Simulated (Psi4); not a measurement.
# doublet CH4FGeN+ at 3 levels

Aim: a comparison of 3 runs (U-wB97X/6-31G*, UCAM-B3LYP/6-31G*, UM06-2X/6-31G*) of doublet CH4FGeN+. 

Program for the calculation: Psi4 1.11.

1 further run of the same task is left out (set aside as unsound or not needed). Runs told in other sessions of the task aren't counted.

## Step 1: The system as given

The species is CH4FGeN+ (8 atoms), meant as a doublet with charge +1. As SMILES of the parent species, `[H]/N=[C](/F)[GeH3]`. The coordinates come from a PBE0-D4/def2-TZVP relaxation. That shape belongs to the parent species and isn't relaxed for this state.

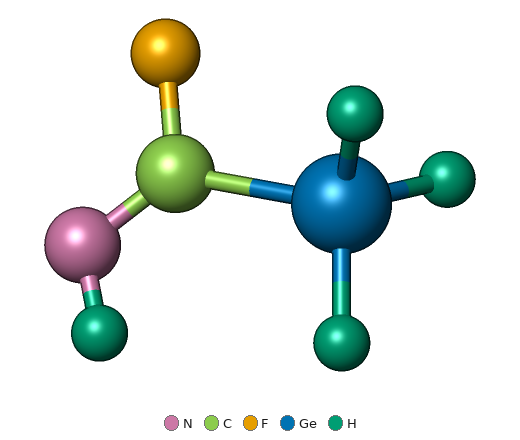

The structure, seen from a chosen angle (nitrogen pink, carbon green, fluorine amber, germanium blue, hydrogen teal).

## Step 2: A single-point energy at U-wB97X/6-31G(d) (spherical functions) (run 1)

File input.in:

```
memory 2.2 GB

molecule system {
  1 2
  N
  C 1 1.246064
  F 2 1.345504 1 117.35015
  Ge 2 1.977801 1 131.12572 3 179.97709
  H 1 1.015835 2 111.20808 3 179.99373
  H 4 1.531939 2 108.85543 1 -119.12724
  H 4 1.533999 6 110.96278 2 -117.00607
  H 4 1.531874 6 110.43461 7 -123.51613
  symmetry c1
}

set {
  basis                6-31G*
  reference            uks
  puream               true
  e_convergence        1e-09
  d_convergence        1e-08
  scf_type             pk
  dft_radial_points    99
  dft_spherical_points 590
  maxiter              100
}

energy_value, wavefunction = energy('wb97x', return_wfn=True)
oeprop(wavefunction, 'DIPOLE', 'MAYER_INDICES', 'WIBERG_LOWDIN_INDICES')
print_variables()
```

The run is started by

```sh
$ psi4 -i input.in -o input.out -n 1
```

input.out:

```text
[...]
  Running in c1 symmetry.
[...]
  Nuclear repulsion =  257.992174955885957
[...]
  Multiplicity = 2
[...]
  Nalpha       = 29
  Nbeta        = 28
[...]
    Number of basis functions: 82
[...]
   @UKS iter   1: -2269.98408946294603   -2.03528e+00   3.26385e-02 ADIIS/DIIS
[...]
   @UKS iter  19: -2271.39879824345280   -3.63798e-12   7.65718e-09 DIIS
[...]
   @S^2 Observed:                7.600968461E-01
[...]
  @UKS Final Energy: -2271.39879824345280
   => Energetics <=
    Nuclear Repulsion Energy =            257.9921749558859574
    One-Electron Energy =               -3660.2007768554612994
    Two-Electron Energy =                1210.1644143047103626
    DFT Exchange-Correlation Energy =     -79.3546106485877658
    Empirical Dispersion Energy =           0.0000000000000000
    VV10 Nonlocal Energy =                  0.0000000000000000
    Total Energy =                      -2271.3987982434523474
  UHF NO Occupations:
  HONO-2 :   27  A 1.9977890
  HONO-1 :   28  A 1.9976523
[...]
 Multipole Moments:
 ------------------------------------------------------------------------------------
     Multipole            Electronic (a.u.)      Nuclear  (a.u.)        Total (a.u.)
 ------------------------------------------------------------------------------------
 L = 1.  Multiply by 2.5417464519 to convert [e a0] to [Debye]
 Dipole X            :          0.0006056           -0.0006345           -0.0000289
 Dipole Y            :          2.0623085           -1.7103004            0.3520080
 Dipole Z            :          3.5846075           -4.7617152           -1.1771078
 Magnitude           :                                                    1.2286140
[...]
```

Run time: 31 s. Hardware: 1 thread of Intel Xeon Platinum 8488C (Sapphire Rapids), shared host; peak memory 1.2 GiB.

## Step 3: Energy and gradient at UCAM-B3LYP/6-31G(d) (spherical functions) (run 2)

File job.dat:

```
memory 2.2 GB

molecule mol {
  1 2
  N      1.895900     0.222300    -0.348500
  C      0.908100     0.027300     0.385600
  F      1.137400    -0.127100     1.702400
  Ge    -1.019900    -0.103800    -0.035500
  H      1.617200     0.325400    -1.319900
  H     -1.766200     1.006900     0.710300
  H     -1.149700     0.071600    -1.553900
  H     -1.530700    -1.479600     0.403700
  symmetry c1
  no_reorient
  no_com
}

set globals {
  reference            uks
  puream               true
  e_convergence        1e-09
  d_convergence        1e-08
  scf_type             pk
  dft_radial_points    99
  dft_spherical_points 590
  maxiter              100
}

energy_value, wavefunction = gradient("cam-b3lyp/6-31G*", return_wfn=True)
oeprop(wavefunction, "MAYER_INDICES", "LOWDIN_CHARGES", "QUADRUPOLE")
```

The run is started by

```sh
$ psi4 -n 1 job.dat job.out
```

job.out:

```text
[...]
  Running in c1 symmetry.
[...]
  Nuclear repulsion =  257.992179624617791
[...]
  Multiplicity = 2
[...]
  Nalpha       = 29
  Nbeta        = 28
[...]
    Number of basis functions: 82
[...]
   @UKS iter   1: -2270.04045488688462   -1.92251e+00   3.26830e-02 DIIS/ADIIS
[...]
   @UKS iter  18: -2271.44812324033410   -7.73070e-12   8.85883e-09 DIIS
[...]
   @S^2 Observed:                7.589326401E-01
[...]
  @UKS Final Energy: -2271.44812324033410
   => Energetics <=
    Nuclear Repulsion Energy =            257.9921796246177905
    One-Electron Energy =               -3660.1564164888277446
    Two-Electron Energy =                1210.0099045074318838
    DFT Exchange-Correlation Energy =     -79.2937908835554595
    Empirical Dispersion Energy =           0.0000000000000000
    VV10 Nonlocal Energy =                  0.0000000000000000
    Total Energy =                      -2271.4481232403340982
  UHF NO Occupations:
  HONO-2 :   27  A 1.9980757
  HONO-1 :   28  A 1.9979383
[...]
  -Total Gradient:
     Atom            X                  Y                   Z
    ------   -----------------  -----------------  -----------------
       1        0.046726692009     0.001025512656     0.026438251748
       2       -0.056553164788     0.007102403099    -0.094159837330
       3        0.017910542565    -0.002530423526     0.031731644959
       4        0.048703984786     0.001991421960     0.020565430117
       5       -0.029882790325    -0.005933911677     0.022529069952
       6       -0.010341639252    -0.003133243903    -0.003188350985
       7       -0.005707942495    -0.000386677642    -0.001334033653
       8       -0.010846450894     0.001863788732    -0.002567626865
[...]
```

Wall time 46 s (1 thread of Intel Xeon Platinum 8488C (Sapphire Rapids), shared host); peak memory 1.2 GiB.

## Step 4: A single-point energy at UM06-2X/6-31G(d) (spherical functions) (run 3)

File ch4fgen.inp:

```
memory 2.2 GB

molecule {
  1 2
  N      3.58273176     0.42008612    -0.65856955
  C      1.71606029     0.05158952     0.72867839
  F      2.14937449    -0.24018419     3.21706975
  Ge    -1.92733167    -0.19615357    -0.06708528
  H      3.05606509     0.61491688    -2.49424951
  H     -3.33763428     1.90276523     1.34227247
  H     -2.17261813     0.13530439    -2.93644543
  H     -2.89260378    -2.79603877     0.76288244
  units bohr
  symmetry c1
  no_reorient
  no_com
}

set {
  basis                6-31G*
  reference            uks
  puream               true
  e_convergence        1e-09
  d_convergence        1e-08
  scf_type             pk
  dft_radial_points    99
  dft_spherical_points 590
  maxiter              100
}

E, wfn = energy("m06-2x", return_wfn=True)
oeprop(wfn, "DIPOLE", "LOWDIN_CHARGES", "MAYER_INDICES", title="M06-2X")
```

The run is started by

```sh
$ psi4 -i ch4fgen.inp -o ch4fgen.out -n 1
```

ch4fgen.out:

```text
[...]
  Running in c1 symmetry.
[...]
  Nuclear repulsion =  257.992180007590889
[...]
  Multiplicity = 2
[...]
  Nalpha       = 29
  Nbeta        = 28
[...]
    Number of basis functions: 82
[...]
   @UKS iter   1: -2269.96225398559909   -2.13396e+00   3.13991e-02 DIIS/ADIIS
[...]
   @UKS iter  18: -2271.30726693584302   -1.36424e-12   6.38029e-09 DIIS
[...]
   @S^2 Observed:                7.584892855E-01
[...]
  @UKS Final Energy: -2271.30726693584302
   => Energetics <=
    Nuclear Repulsion Energy =            257.9921800075908891
    One-Electron Energy =               -3660.8637235404385137
    Two-Electron Energy =                1180.2862770843937597
    DFT Exchange-Correlation Energy =     -48.7220004873891455
    Empirical Dispersion Energy =           0.0000000000000000
    VV10 Nonlocal Energy =                  0.0000000000000000
    Total Energy =                      -2271.3072669358430176
  UHF NO Occupations:
  HONO-2 :   27  A 1.9981600
  HONO-1 :   28  A 1.9979803
[...]
 Multipole Moments:
 ------------------------------------------------------------------------------------
     Multipole            Electronic (a.u.)      Nuclear  (a.u.)        Total (a.u.)
 ------------------------------------------------------------------------------------
 L = 1.  Multiply by 2.5417464519 to convert [e a0] to [Debye]
 Dipole X            :         12.6882299          -12.3015501            0.3866798
 Dipole Y            :          5.4292582           -5.3314843            0.0977739
 Dipole Z            :        -23.8201063           23.2434423           -0.5766641
 Magnitude           :                                                    0.7011580
[...]
```

Wall time 55 s (1 thread of Intel Xeon Platinum 8488C (Sapphire Rapids), shared host); peak memory 1.3 GiB.

## Step 5: The series

```
run                                    level      task   energy (Eh)  HOMO energy (eV)  LUMO energy (eV)   ⟨S²⟩  wall time
  1     U-wB97X/6-31G* (spherical functions)    energy  -2271.398798            -17.75            -10.42  0.760       31 s
  2  UCAM-B3LYP/6-31G* (spherical functions)  gradient  -2271.448123            -16.74            -11.44  0.759       46 s
  3     UM06-2X/6-31G* (spherical functions)    energy  -2271.307267            -16.56            -11.63  0.758       55 s
```

## Step 6: Results

```
                                 quantity           value
                      run 3: total energy  -2271.30727 Eh
run 3: HOMO energy (highest over α and β)       -16.56 eV
 run 3: LUMO energy (lowest over α and β)       -11.63 eV
                              run 3: ⟨S²⟩           0.758
```

Totals of different functionals can't be ranked against each other. All runs together took 2.2 min, the longest 55 s.
